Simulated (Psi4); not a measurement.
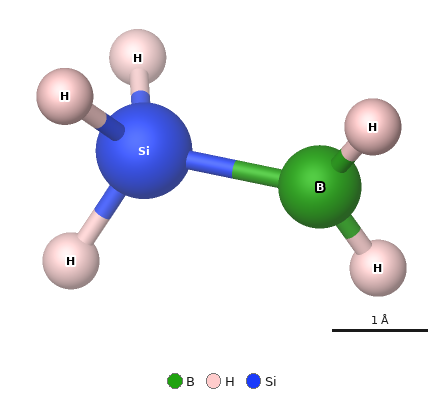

*The input geometry (ball-and-stick view, seen at a tilt).*

## Run report: BSiH$_{5}$, single-point calculation

The run: single-point calculation of BSiH$_{5}$ (BH2(SiH3)). Method and program: DLPNO-CCSD(T)/def2-SV(P), RHF (Psi4 1.11).

The geometry comes from this level: GFN2-xTB.

**The input (calc.py)**
```python
import psi4

psi4.set_memory('1600 MB')
psi4.set_num_threads(1)
psi4.set_output_file('bh5si.out', False)

mol = psi4.geometry("""
0 1
B      0.595540     1.038560     0.005960
H      1.765140     1.076930     0.027400
H      0.039220     2.066980    -0.048000
Si    -0.377680    -0.657970     0.018400
H     -1.713750    -0.605710     0.632990
H      0.300530    -1.764180     0.713070
H     -0.608990    -1.154610    -1.349820
units angstrom
symmetry d2h
""")

psi4.set_options({
    'basis': 'def2-SV(P)',
    'freeze_core': True,
    'pno_convergence': 'loose',
    'scf_type': 'df',
})

result = psi4.energy("dlpno-ccsd(t)")
print(f'dlpno-ccsd(t) energy: {result:.10f} Eh')
```

Run on 1 thread of Intel Xeon @ 2.50GHz (Skylake/Cascade Lake), 12 GiB of memory available, shared host.

Run as:
```bash
python calc.py
```

**The program's output**
```
-----------------------------------------------------------------------
                               Psi4 1.11 release

    h
    h
    h

    -----------------------------------------------------------------------

    Memory:     1.5 GiB
    Threads:    1
                ecpint, einsums, f̶o̶r̶t̶e̶, gauxc, gcp, g̶d̶m̶a̶, geometric, g̶p̶u̶_̶d̶f̶c̶c̶,
                i̶n̶t̶e̶g̶r̶a̶t̶o̶r̶x̶x̶, i̶p̶i̶, libefp, m̶d̶i̶, m̶p̶2̶d̶, m̶r̶c̶c̶, ooo,
                o̶p̶e̶n̶f̶e̶r̶m̶i̶o̶n̶p̶s̶i̶4̶, pcmsolver, p̶s̶i̶4̶f̶o̶c̶k̶c̶i̶, p̶s̶i̶x̶a̶s̶,
                p̶y̶e̶i̶n̶s̶u̶m̶s̶, r̶e̶s̶p̶, s̶i̶m̶i̶n̶t̶, s̶n̶s̶m̶p̶2̶,
                v̶2̶r̶d̶m̶_̶c̶a̶s̶s̶c̶f̶
```

**Standard output**
```
Traceback (most recent call last):
  [frames left out]
RuntimeError:
Fatal Error: User specified point group (D2h) is not a subgroup of the highest detected point group (C1). If this is because the symmetry increased, try to start the calculation again from the last geometry, after checking any symmetry-dependent input, such as DOCC.
```

**What the run reported**

| quantity | value |
| --- | --- |
| outcome | refused by the program |

**Diagnosis**

Some settings of this run were drawn to be unusual or wrong (symmetry set to d2h (from c1)). The program refused the input: “Fatal Error: User specified point group (D2h) is not a subgroup of the highest detected point group (C1). If this is because the symmetry increased, try to start the calculation again from the last geometry, after checking any symmetry-dependent input, such as DOCC.”
